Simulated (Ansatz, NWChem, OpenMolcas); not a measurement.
**Appearance energy of a fragment ion: SiH3(SiH3) → [SiH3]+ + SiH3 + e⁻**

Species: SiH3(SiH3) (disilane), singlet; [SiH3]+ `[SiH3+]`, singlet; SiH3 (silyl radical) `[SiH3]`, doublet. 

Shapes, held fixed at every level: PBE0-D4/def2-TZVP. Programs: Ansatz 0.2.0, NWChem 7.3.0, OpenMolcas 26.06. A level may come from different programs for different species; with the same settings they agree closely. Electronic energies: no zero-point or thermal term.

```tsv
level	kind	ΔE (eV)	less CCSD(T)/CBS estimate
SPW92/def2-TZVPP	LDA	+11.96	+0.41
B3LYP/6-31G* (spherical functions)	global hybrid	+11.35	-0.20
B3LYP-D4/def2-TZVPP	global hybrid	+11.48	-0.07
MP2/def2-SVP	perturbation theory	+11.02	-0.53
CCSD(T)/def2-SVP	coupled cluster or CI	+11.08	-0.47
CCSD(T)/def2-TZVPP	coupled cluster or CI	+11.38	-0.17
CCSD(T)/CBS estimate	coupled cluster or CI	+11.55	0.00
```

The highest level, CCSD(T)/CBS estimate, gives ΔE = +11.55 eV; the levels span +11.02 to +11.96. The column of differences is taken from that level and isn't an error. No measured value is set beside it here. Open shells run unrestricted unless RO is named. The CBS estimate extrapolates MP2 from def2-TZVPP and def2-QZVPP and adds CCSD(T) − MP2 in the triple-zeta set, cores frozen. The onset seen in experiment also holds zero-point changes and kinetic shifts.

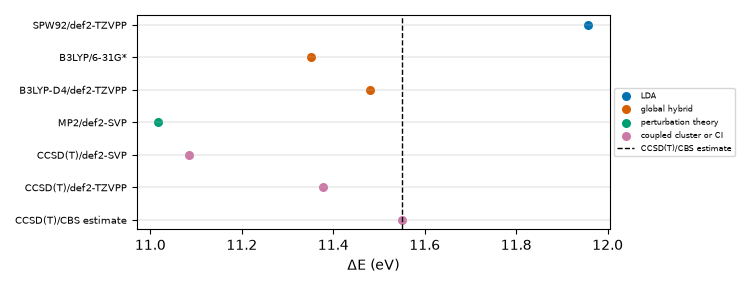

The values of the table, level by level.
